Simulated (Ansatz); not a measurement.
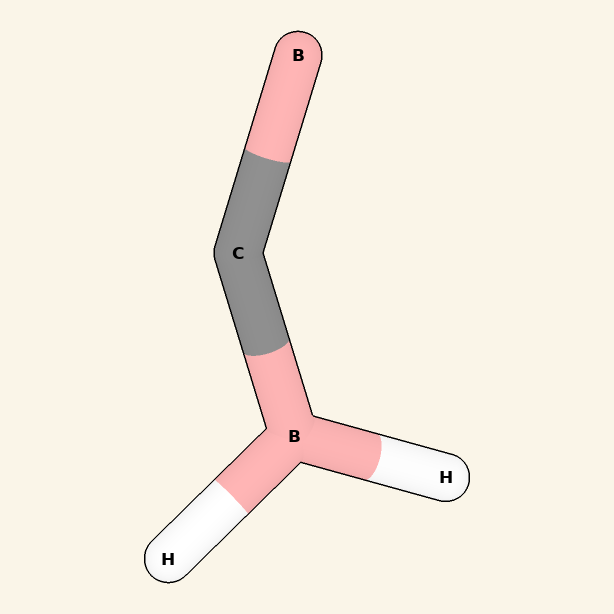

The computed structure is the end point of a PBE0-D4/def2-TZVP optimisation. No frequency run is at hand to confirm it as a minimum.

Which formula does it have?

CH2B2, 5 atoms: 1 carbon, 2 hydrogen and 2 boron.

How many bonds of each kind are drawn?

2 C–B, 2 B–H. Sticks follow a distance rule.

How many atoms are distinct by symmetry?

5: 1 B, 1 C, 1 B, 1 H, 1 H.

The parts below concern this one geometry. Atoms keep their numbers from picture to picture.

## Shape

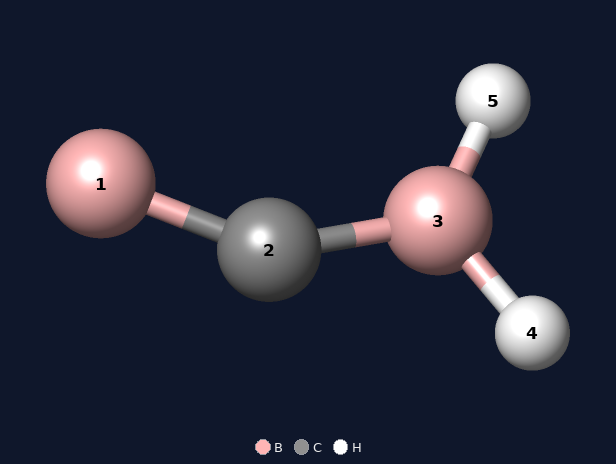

The atoms are numbered. No frequency run is at hand to confirm it as a minimum.

Give these bond angles: B1–C2–B3, C2–B3–H4, C2–B3–H5, H4–B3–H5.

```
   angle  degrees
B1–C2–B3    145.5
C2–B3–H4    113.8
C2–B3–H5    127.7
H4–B3–H5    118.6
```

## Dipole moment

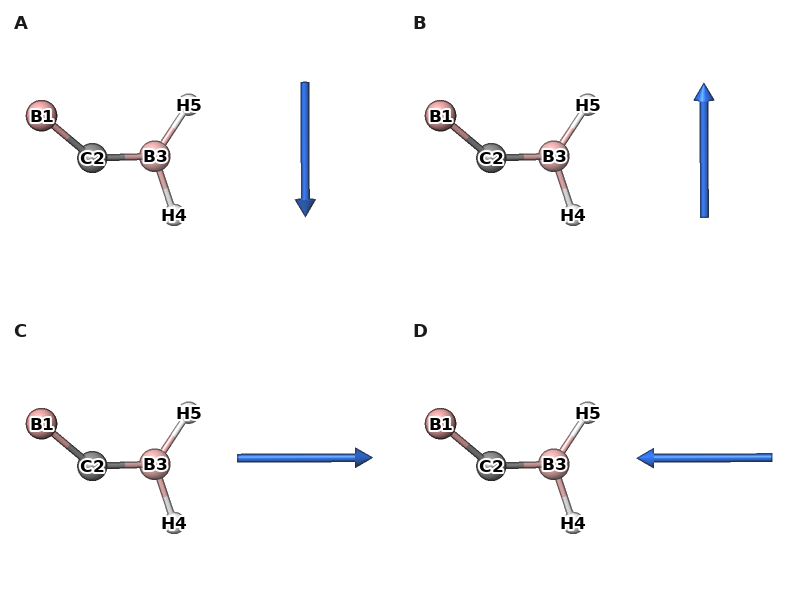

The same molecule four times, each with an arrow. No frequency run is at hand to confirm it as a minimum. Level of theory: RKS PBE0-D4/def2-TZVP (Ansatz 0.2.0).

Which arrow points along the dipole moment, from the negative to the positive end?

A. The dipole moment is 1.16 D; it points from the side of B1, H5 to the side of H4 (the outermost atoms at the two ends).

## Electronic properties

No frequency run is at hand to confirm it as a minimum. Method: RKS PBE0-D4/def2-TZVPP (Ansatz 0.2.0).

What does the calculation give?

- HOMO energy (Kohn–Sham orbital): −7.32 eV
- LUMO energy (Kohn–Sham orbital): −5.05 eV
- HOMO–LUMO gap: 2.27 eV

## Charges

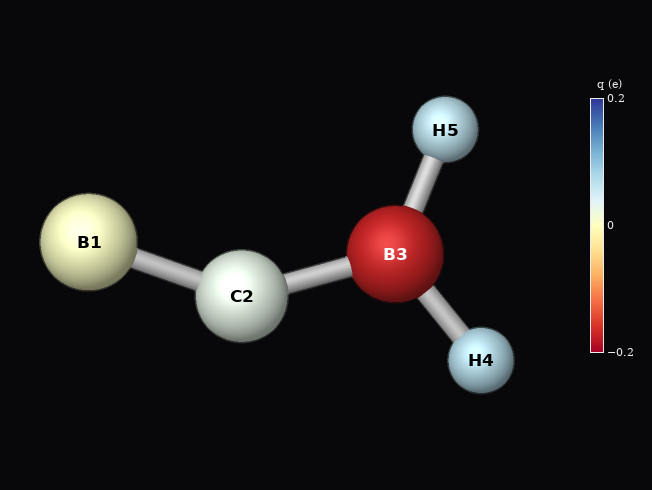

Atoms are coloured by their Mulliken charges. No frequency run is at hand to confirm it as a minimum. Method: RKS PBE0-D4/def2-TZVP (Ansatz 0.2.0).

Which atom carries the highest charge (most positive or least negative)?

H4, H5 (0.07 e).

And the lowest?

B3 (−0.17 e).

List the Mulliken charges.

| atom | value (e) |
| --- | --- |
| B1 | 0.00 |
| C2 | 0.03 |
| B3 | −0.17 |
| H4 | 0.07 |
| H5 | 0.07 |

Mulliken values depend strongly on the basis set and can even reverse the polarity of a bond.
